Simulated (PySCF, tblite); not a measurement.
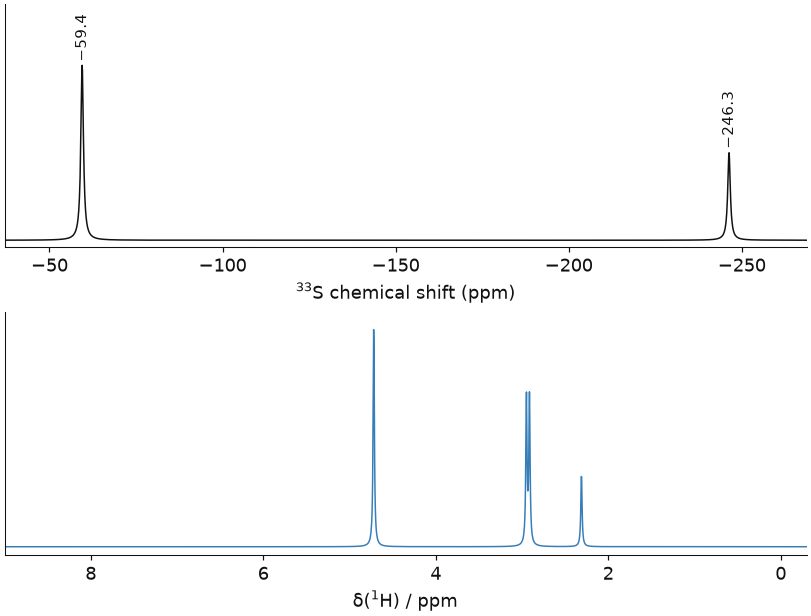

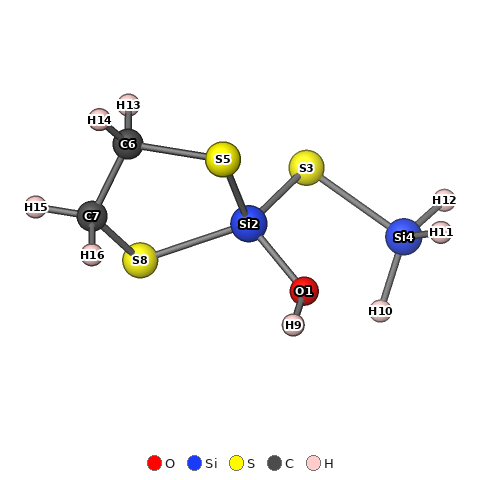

Spectrum and numbered structure of C₂H₈OS₃Si₂, SMILES O[Si]1(S[SiH3])SCCS1. GIAO shifts, PBE0/pcSseg-1 in PySCF 2.14.0, at a GFN2-xTB geometry (a minimum by its frequencies), against CS₂ for ³³S and TMS for ¹H computed at the same level. Gas phase, fully decoupled, line heights follow the number of nuclei, widths are arbitrary (no quadrupolar broadening); values of one conformer, averaged over nuclei that symmetry, rotation about single bonds or ring flips exchange, these motions taken as fast; other conformers aren't averaged in. Protons on N, O or S are those of the isolated molecule, without hydrogen bonds to neighbours or exchange.

Which atoms give which ³³S line?

| δ (ppm) | nuclei | atoms |
| --- | --- | --- |
| −59.4 | 2 | S5, S8 |
| −246.3 | 1 | S3 |

Assign the ¹H signals to the numbered atoms.

```csv
δ (ppm),nuclei,atoms
4.72,3,"H10, H11, H12"
2.95,2,"H14, H16"
2.91,2,"H13, H15"
2.31,1,H9
```

The order of signals that lie close, as those under 0.08 ppm apart, is within the error of the method.

Note: the tight-binding geometry is rougher than a DFT one and adds to the error.
